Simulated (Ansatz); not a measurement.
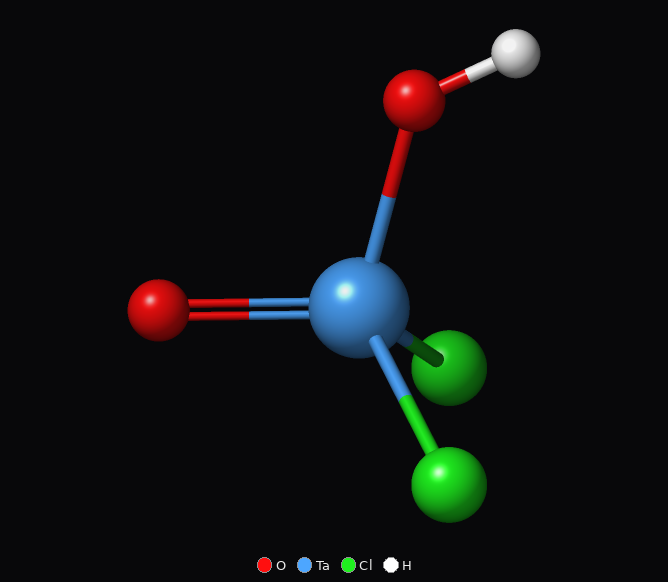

A ball-and-stick model of a molecule. Multiple sticks mark multiple bonds (one Kekulé form).

Charge 0, singlet. The geometry was computed by an optimisation with PBE0-D4/def2-TZVP.

Describe the molecule.

It has 6 atoms: 2 chlorine, 1 hydrogen, 2 oxygen and 1 tantalum (Cl₂HO₂Ta). As SMILES it reads `[O]=[Ta]([OH])([Cl])[Cl]`. The point group is Cs. Coordination: 1 Ta tetrahedral; 1 O bent.

The parts below concern this one geometry. Atoms keep their numbers from picture to picture.

## Charges

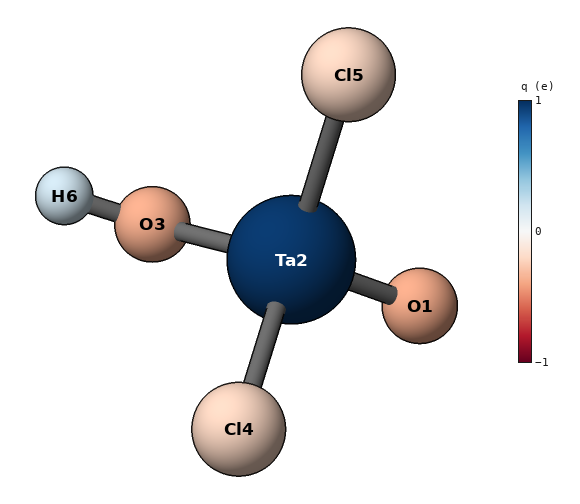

Atoms are coloured by their Mulliken charges. Method: RKS ωB97M-V/def2-TZVPP, core potentials on Ta (Ansatz 0.2.0).

List the Mulliken charges.

```tsv
atom	value (e)
O1	−0.37
Ta2	0.96
O3	−0.36
Cl4	−0.21
Cl5	−0.21
H6	0.20
```

## Dipole moment

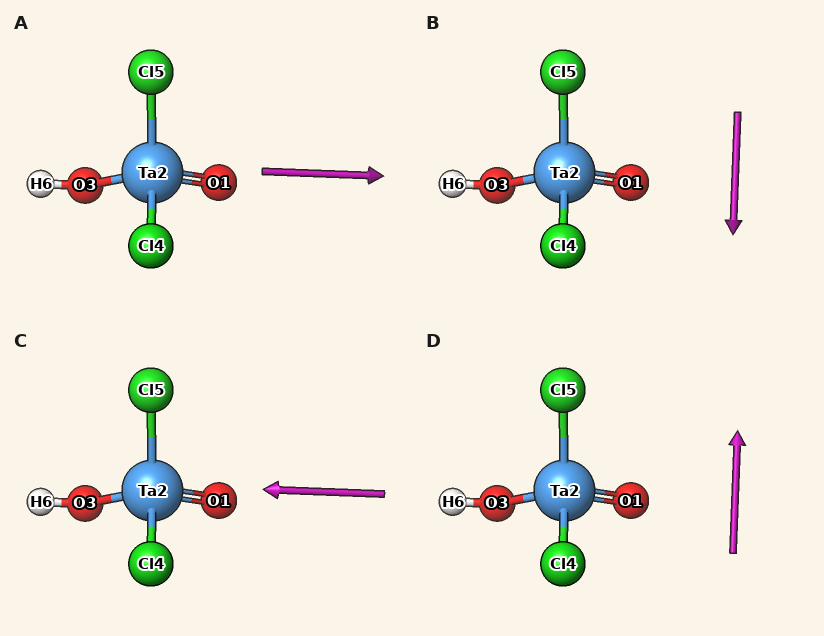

The same molecule four times, each with an arrow. Method: RKS r2SCAN-D4/def2-TZVPP, core potentials on Ta (Ansatz 0.2.0).

Which arrow points along the dipole moment, from the negative to the positive end?

C. The dipole moment is 3.40 D; it points from the side of O1 to the side of H6 (the outermost atoms at the two ends).

## Vibrations

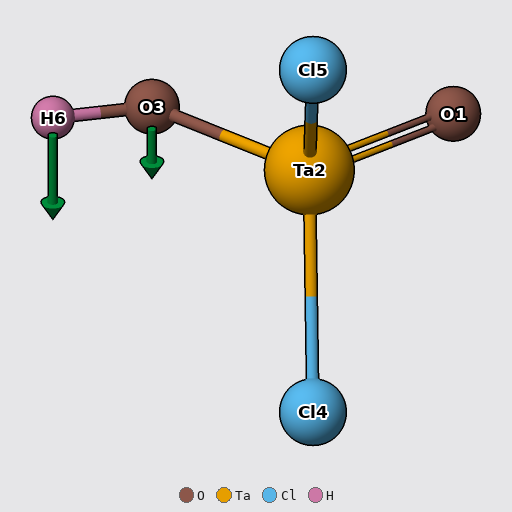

The arrows show one normal mode. Harmonic vibrations computed with RKS PBE0-D4/def2-TZVP, core potentials on Ta (Ansatz 0.2.0) at a stationary point of the same level.

Describe the motion.

Mostly Cl–Ta–O bending.

Estimate its harmonic wavenumber.

150 cm⁻¹; it is mode 3 of 12 counted from the lowest.

Mulliken values depend strongly on the basis set and can even reverse the polarity of a bond.
